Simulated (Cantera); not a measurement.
Input: 1 mol SiH4, 0.55 mol N2O, 18 mol H2, at 0.405 Torr.

Equilibrium computed with Cantera from the NASA thermochemical tables; the gas is ideal and each condensed phase is pure. Candidate condensed phases: H2O, Si, SiO2, Si2N2O, Si3N4; 35 gas species. Mutual solubility and eutectic melting of coexisting phases are not modelled. The tables' values for SiN are old estimates; treat these amounts as uncertain. The tables hold silica as quartz up to 1696 K and as liquid above; real silica turns to tridymite and cristobalite and melts near 1996 K. Gases not in the tables: Si2H6 and higher silanes. Kinetics and transport are ignored.

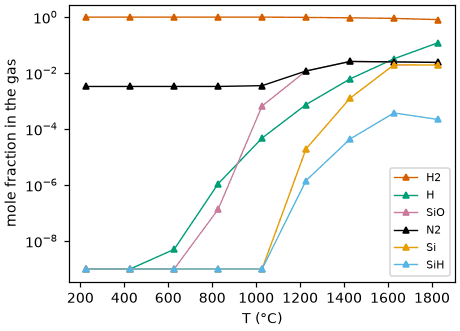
*Equilibrium gas composition (values under 1e-9 drawn at 1e-9)*

From 227 °C to 427 °C the condensed part is SiO2(α-quartz) + Si2N2O(s). From 627 °C to 1027 °C the condensed part is SiO2(β-quartz) + Si2N2O(s). At 1227 °C the condensed part is Si(s) + Si2N2O(s). At 1427 °C the condensed part is Si(l). From 1627 °C to 1827 °C nothing is condensed.
